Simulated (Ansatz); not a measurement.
## GeHOF: geometry relaxation

The run: geometry relaxation of GeHOF. Method and program: RKS PBE0/def2-SVP (Ansatz 0.2.0).

It belongs to a series of runs on one base structure; here: end point A relaxed. Figures and captions count atoms from 1; the log counts them from 0 in places.

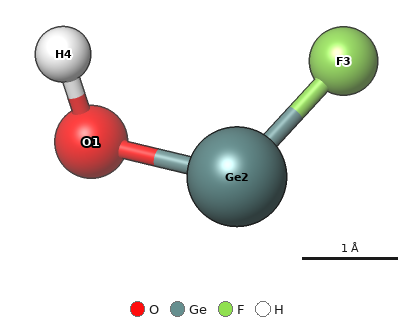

Figure 1. The starting structure (ball-and-stick view, seen at a tilt; atoms are numbered from 1 in the order of the input). Sticks mark near contacts. Bond lengths as drawn: F–Ge 1.73 Å, Ge–O 1.74 Å and H–O 1.05 Å.

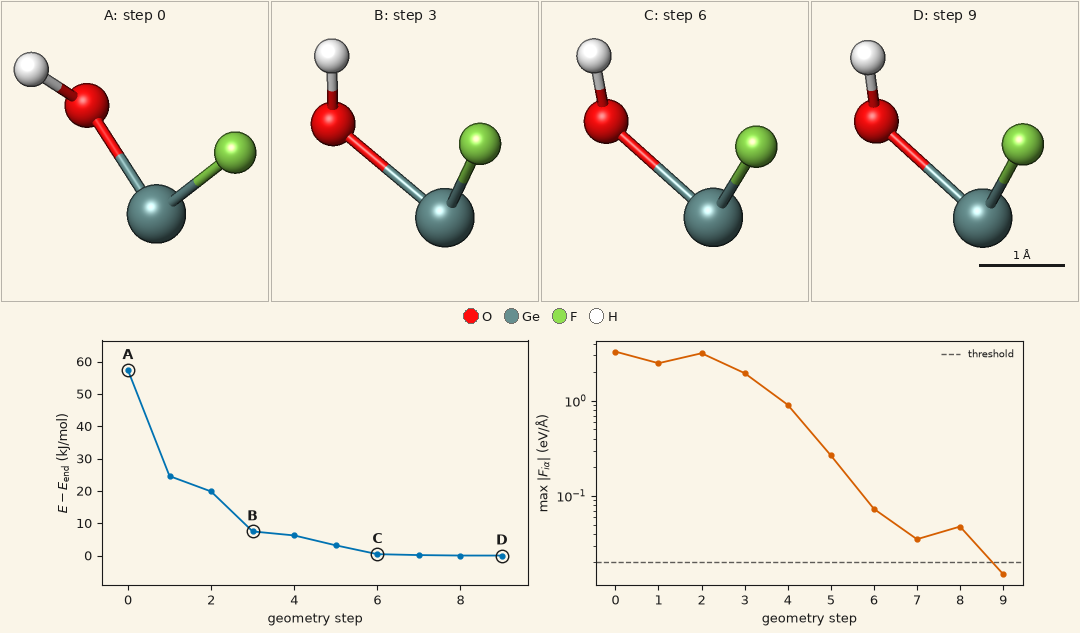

Figure 2. Frames of the relaxation (ball-and-stick view, seen at a tilt) above the curves, on which the letters mark them (the first geometry is step 0 here and step 1 in the log).

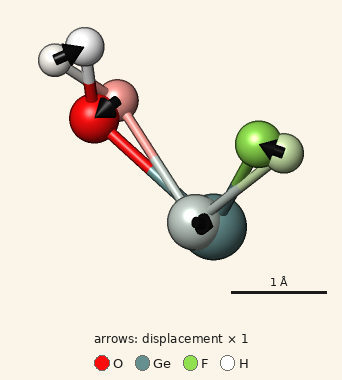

Figure 3. Start (faint) and end (solid) with the displacements as black arrows, at true length (ball-and-stick view, seen at a tilt). The two geometries are laid on each other by the best rigid fit. After 9 geometry steps the energy has fallen by 57.3 kJ/mol. The largest force component goes from 3.3 to 0.015 eV/Å. H4 moves most after the best rigid fit: 0.35 Å. By element the largest moves are H 0.35 Å, O 0.34 Å, F 0.28 Å, Ge 0.27 Å. Among the contacts that change: O1–H4 1.052 → 0.968 Å, Ge2–F3 1.730 → 1.766 Å, O1–Ge2 1.741 → 1.774 Å. Among the angles that change: O1–Ge2–F3 107.5° → 96.4°, Ge2–O1–H4 105.6° → 113.3°. (Atoms are counted from 1 in the order of the input.)

The input that produced these results follows, with the program's output.

**The input**
```yaml
crystal:
  periodic: [false, false, false]
  atoms:
    - { symbol: O, position_ang: [-0.8416, 0.3042, -0.6024] }
    - { symbol: Ge, position_ang: [-0.2435, -0.4608, 0.843] }
    - { symbol: F, position_ang: [1.3531, -1.0348, 0.5039] }
    - { symbol: H, position_ang: [-0.2125, 1.1311, -0.7647] }
basis:
  gaussian: { orbitals: def2-SVP }
hamiltonian:
  xc: pbe0
relax:
  f_tol: 0.02
  max_steps: 50
```

Run as:
```bash
ansatz run input.yaml --threads 1 --pin off --max-ram 2048MiB --backend cpu --events-out ev --progress --plain --runs-dir out
```

**Output**
```
The last accepted step is kept in [file] (removed where the run ends without a failure and the disk answers)
Engine: ansatz 0.2.0, aarch64-unknown-linux-gnu
Functional definition: PBE0
  parameter a = 0.25
  parameter kappa = 0.804
  parameter beta = 0.06672455060314922
  exchange = (1 - a)*pbe_x(kappa = kappa, mu = beta*pi^2/3) + a*exact_x
  correlation = pbe_c(beta = beta)
671 factors; integrals over basis functions are off by at most 2.8e-4 eV
mean field evaluation 1: about -61270.9655 eV, gradient 5.7e1 eV
mean field evaluation 2: about -61252.0537 eV, gradient 1.1e2 eV
mean field evaluation 4: about -61276.4985 eV, gradient 8.4e0 eV
mean field evaluation 8: about -61276.6215 eV, gradient 4.9e-2 eV
mean field -61276.62147340 eV, -2251.8743043617 hartree, gradient 1.8e-5 eV, S^2 0.000000; 0 other end points of the search recorded, 0 dependent functions left out
the calculation of the forces begins
reference -61276.62149323 eV, -2251.8743050904 hartree; 25, 25 occupied and 40, 40 virtual orbitals, 671 factors
relax step   1: F+E_penalty+E_count = -61276.62147340 eV  Δ(F+E_penalty+E_count) = +0.000e0 eV  max|allowed force component| = 3.294e0 eV/Å  Δτ_max = 0.0000 Å  (25 SCF iters, accepted)
these checks for a lower state are left out or cut short: starts, cluster_reference, orbital_swaps, neighbouring_geometries, increment
671 factors; integrals over basis functions are off by at most 3.1e-4 eV
mean field evaluation 16: about -61276.2003 eV, gradient 1.7e1 eV
mean field -61276.96093791 eV, -2251.8867794524 hartree, gradient 1.1e-5 eV, S^2 0.000000; 0 other end points of the search recorded, 0 dependent functions left out
the calculation of the forces begins
reference -61276.96095715 eV, -2251.8867801593 hartree; 25, 25 occupied and 40, 40 virtual orbitals, 671 factors
relax step   2: F+E_penalty+E_count = -61276.96093791 eV  Δ(F+E_penalty+E_count) = -3.395e-1 eV  max|allowed force component| = 2.488e0 eV/Å  Δτ_max = 0.1950 Å  (33 SCF iters, accepted)
these checks for a lower state are left out or cut short: starts, cluster_reference, orbital_swaps, neighbouring_geometries, increment
671 factors; integrals over basis functions are off by at most 2.9e-4 eV
mean field -61277.01025573 eV, -2251.8885918488 hartree, gradient 1.2e-5 eV, S^2 0.000000; 0 other end points of the search recorded, 0 dependent functions left out
the calculation of the forces begins
reference -61277.01027503 eV, -2251.8885925582 hartree; 25, 25 occupied and 40, 40 virtual orbitals, 671 factors
relax step   3: F+E_penalty+E_count = -61277.01025573 eV  Δ(F+E_penalty+E_count) = -4.932e-2 eV  max|allowed force component| = 3.166e0 eV/Å  Δτ_max = 0.1956 Å  (33 SCF iters, accepted)
these checks for a lower state are left out or cut short: starts, cluster_reference, orbital_swaps, neighbouring_geometries, increment
671 factors; integrals over basis functions are off by at most 3.1e-4 eV
mean field evaluation 32: about -61277.0661 eV, gradient 5.0e0 eV
mean field -61277.13828166 eV, -2251.8932967150 hartree, gradient 1.5e-5 eV, S^2 0.000000; 0 other end points of the search recorded, 0 dependent functions left out
the calculation of the forces begins
reference -61277.13830083 eV, -2251.8932974192 hartree; 25, 25 occupied and 40, 40 virtual orbitals, 671 factors
relax step   4: F+E_penalty+E_count = -61277.13828166 eV  Δ(F+E_penalty+E_count) = -1.280e-1 eV  max|allowed force component| = 1.955e0 eV/Å  Δτ_max = 0.0567 Å  (30 SCF iters, accepted)
these checks for a lower state are left out or cut short: starts, cluster_reference, orbital_swaps, neighbouring_geometries, increment
671 factors; integrals over basis functions are off by at most 2.9e-4 eV
mean field -61277.15117572 eV, -2251.8937705627 hartree, gradient 1.5e-5 eV, S^2 0.000000; 0 other end points of the search recorded, 0 dependent functions left out
the calculation of the forces begins
reference -61277.15119468 eV, -2251.8937712597 hartree; 25, 25 occupied and 40, 40 virtual orbitals, 671 factors
relax step   5: F+E_penalty+E_count = -61277.15117572 eV  Δ(F+E_penalty+E_count) = -1.289e-2 eV  max|allowed force component| = 9.086e-1 eV/Å  Δτ_max = 0.1655 Å  (30 SCF iters, accepted)
these checks for a lower state are left out or cut short: starts, cluster_reference, orbital_swaps, neighbouring_geometries, increment
671 factors; integrals over basis functions are off by at most 2.7e-4 eV
mean field -61277.18286090 eV, -2251.8949349719 hartree, gradient 1.1e-5 eV, S^2 0.000000; 0 other end points of the search recorded, 0 dependent functions left out
the calculation of the forces begins
reference -61277.18287992 eV, -2251.8949356706 hartree; 25, 25 occupied and 40, 40 virtual orbitals, 671 factors
relax step   6: F+E_penalty+E_count = -61277.18286090 eV  Δ(F+E_penalty+E_count) = -3.169e-2 eV  max|allowed force component| = 2.670e-1 eV/Å  Δτ_max = 0.1445 Å  (34 SCF iters, accepted)
these checks for a lower state are left out or cut short: starts, cluster_reference, orbital_swaps, neighbouring_geometries, increment
671 factors; integrals over basis functions are off by at most 2.7e-4 eV
mean field -61277.21117477 eV, -2251.8959754871 hartree, gradient 9.9e-6 eV, S^2 0.000000; 0 other end points of the search recorded, 0 dependent functions left out
the calculation of the forces begins
reference -61277.21119369 eV, -2251.8959761827 hartree; 25, 25 occupied and 40, 40 virtual orbitals, 671 factors
relax step   7: F+E_penalty+E_count = -61277.21117477 eV  Δ(F+E_penalty+E_count) = -2.831e-2 eV  max|allowed force component| = 7.311e-2 eV/Å  Δτ_max = 0.0854 Å  (29 SCF iters, accepted)
these checks for a lower state are left out or cut short: starts, cluster_reference, orbital_swaps, neighbouring_geometries, increment
671 factors; integrals over basis functions are off by at most 2.7e-4 eV
mean field evaluation 64: about -61277.2141 eV, gradient 1.4e-5 eV
mean field -61277.21412256 eV, -2251.8960838166 hartree, gradient 1.1e-5 eV, S^2 0.000000; 0 other end points of the search recorded, 0 dependent functions left out
the calculation of the forces begins
reference -61277.21414149 eV, -2251.8960845122 hartree; 25, 25 occupied and 40, 40 virtual orbitals, 671 factors
relax step   8: F+E_penalty+E_count = -61277.21412256 eV  Δ(F+E_penalty+E_count) = -2.948e-3 eV  max|allowed force component| = 3.503e-2 eV/Å  Δτ_max = 0.0232 Å  (29 SCF iters, accepted)
these checks for a lower state are left out or cut short: starts, cluster_reference, orbital_swaps, neighbouring_geometries, increment
671 factors; integrals over basis functions are off by at most 2.7e-4 eV
mean field -61277.21558165 eV, -2251.8961374372 hartree, gradient 1.1e-5 eV, S^2 0.000000; 0 other end points of the search recorded, 0 dependent functions left out
the calculation of the forces begins
reference -61277.21560059 eV, -2251.8961381332 hartree; 25, 25 occupied and 40, 40 virtual orbitals, 671 factors
relax step   9: F+E_penalty+E_count = -61277.21558165 eV  Δ(F+E_penalty+E_count) = -1.459e-3 eV  max|allowed force component| = 4.760e-2 eV/Å  Δτ_max = 0.0330 Å  (29 SCF iters, accepted)
these checks for a lower state are left out or cut short: starts, cluster_reference, orbital_swaps, neighbouring_geometries, increment
671 factors; integrals over basis functions are off by at most 2.7e-4 eV
mean field -61277.21564912 eV, -2251.8961399166 hartree, gradient 2.3e-5 eV, S^2 0.000000; 0 other end points of the search recorded, 0 dependent functions left out
the calculation of the forces begins
reference -61277.21566805 eV, -2251.8961406121 hartree; 25, 25 occupied and 40, 40 virtual orbitals, 671 factors
relax step  10: F+E_penalty+E_count = -61277.21564912 eV  Δ(F+E_penalty+E_count) = -6.747e-5 eV  max|allowed force component| = 1.505e-2 eV/Å  Δτ_max = 0.0035 Å  (23 SCF iters, accepted)
671 factors; integrals over basis functions are off by at most 2.7e-4 eV
mean field evaluation 96: about -61277.2156 eV, gradient 1.0e-5 eV
mean field -61277.21564912 eV, -2251.8961399166 hartree, gradient 2.3e-5 eV, S^2 0.000000; 1 other end points of the search recorded, 0 dependent functions left out
the calculation of the forces begins
reference -61277.21566805 eV, -2251.8961406121 hartree; 25, 25 occupied and 40, 40 virtual orbitals, 671 factors
Total energy: -61277.21566805 eV, -2251.8961406121 hartree
Atom 0 at    -0.819746     0.538396    -0.381516 Å, force    -0.001032    -0.013886     0.015053 eV/Å
Atom 1 at    -0.392919    -0.693724     0.820816 Å, force    -0.009142     0.005928    -0.003985 eV/Å
Atom 2 at     1.331196    -0.750281     0.441500 Å, force     0.001986     0.001912    -0.002537 eV/Å
Atom 3 at    -0.063031     0.845309    -0.901000 Å, force     0.008188     0.006045    -0.008531 eV/Å
Dipole moment:    -0.079722    -0.001462     0.021880 e Å
```

**Trajectory as extended XYZ (Å, eV, eV/Å), 10 frames, from step=1 to step=10**
```
4
Properties=species:S:1:pos:R:3:forces:R:3 step=1 energy=-61276.62147
O    -0.8416    0.3042   -0.6024    2.0463   3.2941  -1.3167
Ge   -0.2435   -0.4608    0.8430   -1.0101  -0.8293   1.9759
F     1.3531   -1.0348    0.5039    0.8963   0.0136  -0.5889
H    -0.2125    1.1311   -0.7647   -1.9325  -2.4784  -0.0704
4
Properties=species:S:1:pos:R:3:forces:R:3 step=2 energy=-61276.96094
O    -0.8735    0.3991   -0.5152    2.4879   1.8745  -0.4217
Ge   -0.3415   -0.5792    0.8789   -0.0603  -0.4068  -0.0128
F     1.3502   -0.8785    0.4334   -0.2429   0.3090   0.0053
H    -0.0798    0.9982   -0.8173   -2.1847  -1.7767   0.4292
4
Properties=species:S:1:pos:R:3:forces:R:3 step=3 energy=-61277.01026
O    -0.8813    0.5447   -0.3857    3.1663   0.2312  -0.9211
Ge   -0.4021   -0.7060    0.8448    0.3154   0.6278  -0.7908
F     1.3399   -0.7364    0.4167   -0.6526   0.0513   0.1345
H    -0.0011    0.8374   -0.8960   -2.8291  -0.9104   1.5774
4
Properties=species:S:1:pos:R:3:forces:R:3 step=4 energy=-61277.13828
O    -0.8465    0.5734   -0.3514    1.9550   0.0345  -0.9801
Ge   -0.4035   -0.7194    0.8130    0.1092   0.3842  -0.2890
F     1.3329   -0.7190    0.4338   -0.2690  -0.0265   0.0127
H    -0.0274    0.8047   -0.9156   -1.7952  -0.3922   1.2564
4
Properties=species:S:1:pos:R:3:forces:R:3 step=5 energy=-61277.15118
O    -0.8116    0.4934   -0.4181    0.6080   0.2197   0.0089
Ge   -0.3902   -0.6887    0.8675    0.8296   0.4387  -0.9086
F     1.3633   -0.8133    0.4703   -0.8250   0.0669   0.2732
H    -0.1060    0.9483   -0.9399   -0.6126  -0.7253   0.6264
4
Properties=species:S:1:pos:R:3:forces:R:3 step=6 energy=-61277.18286
O    -0.7949    0.6019   -0.3241    0.1150  -0.1993  -0.2266
Ge   -0.3805   -0.7298    0.7785   -0.1072   0.1339   0.1068
F     1.3611   -0.7818    0.5123    0.0116   0.0154  -0.1472
H    -0.1303    0.8493   -0.9869   -0.0194   0.0499   0.2670
4
Properties=species:S:1:pos:R:3:forces:R:3 step=7 energy=-61277.21117
O    -0.8145    0.5404   -0.3800   -0.0109  -0.0478   0.0421
Ge   -0.3814   -0.6952    0.8179    0.0061   0.0187  -0.0141
F     1.3497   -0.7861    0.4748   -0.0684   0.0546  -0.0452
H    -0.0983    0.8806   -0.9329    0.0731  -0.0256   0.0172
4
Properties=species:S:1:pos:R:3:forces:R:3 step=8 energy=-61277.21412
O    -0.8150    0.5373   -0.3805   -0.0109  -0.0049   0.0062
Ge   -0.3868   -0.6951    0.8208    0.0072   0.0163  -0.0181
F     1.3406   -0.7706    0.4601   -0.0243   0.0236  -0.0196
H    -0.0834    0.8680   -0.9206    0.0280  -0.0350   0.0315
4
Properties=species:S:1:pos:R:3:forces:R:3 step=9 energy=-61277.21558
O    -0.8179    0.5371   -0.3800    0.0184   0.0386  -0.0476
Ge   -0.3932   -0.6944    0.8212   -0.0011  -0.0105   0.0125
F     1.3305   -0.7505    0.4421    0.0180  -0.0051   0.0001
H    -0.0639    0.8475   -0.9035   -0.0353  -0.0230   0.0349
4
Properties=species:S:1:pos:R:3:forces:R:3 step=10 energy=-61277.21565
O    -0.8197    0.5384   -0.3815   -0.0010  -0.0139   0.0151
Ge   -0.3929   -0.6937    0.8208   -0.0091   0.0059  -0.0040
F     1.3312   -0.7503    0.4415    0.0020   0.0019  -0.0025
H    -0.0630    0.8453   -0.9010    0.0082   0.0060  -0.0085
```

**Summary**

| quantity | value |
| --- | --- |
| outcome | converged |
| total energy | −61277.2157 eV |
| mean-field energy | −61277.2157 eV |
| largest force (length of the vector) at the end | 0.021 eV/Å |
| hardware | 1 thread of Arm Neoverse V2, 24 GiB of memory available, shared host |
| wall time | 17 s |
| peak memory | 0.13 GiB |
